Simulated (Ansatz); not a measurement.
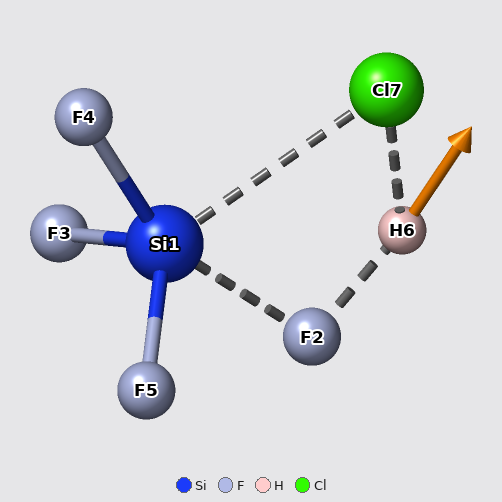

The arrows show one normal mode. Broken sticks mark bonds that form or break. Harmonic vibrations computed with RKS PBE0-D4/def2-TZVP (Ansatz 0.2.0) at a stationary point of the same level. It is a saddle point of order 1.

Q: At what wavenumber does it lie?

A: 656i cm⁻¹; it is mode 1 of 15 counted from the lowest. It is the reaction coordinate: Si1–Cl7 forms (2.34 Å), F2–H6 forms (1.24 Å), Si1–F2 breaks (1.77 Å), H6–Cl7 breaks (1.46 Å), or the reverse.
